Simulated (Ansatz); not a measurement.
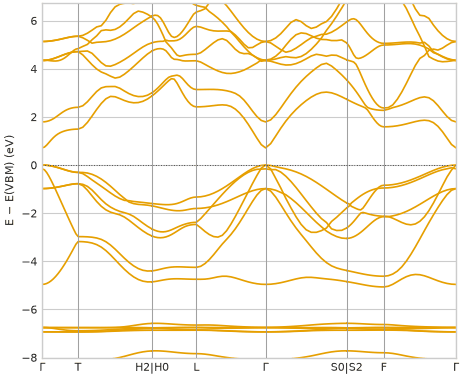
Band structure from the program Ansatz at the PBEsol level (PAW)

Task: Read off the gap and where the band edges lie.

Result: About 0.7 eV (0.71 eV by a search for the band edges); maximum at Γ, minimum at Γ.

The material is ZnCdTe$_{2}$ in space group R3m (No. 160; Zn on 3a, Cd on 3a, Te on 3a, Te on 3a).

The first step of the workflow began from a Materials Project structure, measured or hypothetical; the Crystallography Open Database copy checked does not list it. Whether it is the stable phase at ambient conditions was not checked. Symmetry was held in the PBEsol relaxation; its stability against distortions is not shown here. Spin–orbit coupling is left out wherever it is not named.

Potentials: the later of the program's two PAW sets.
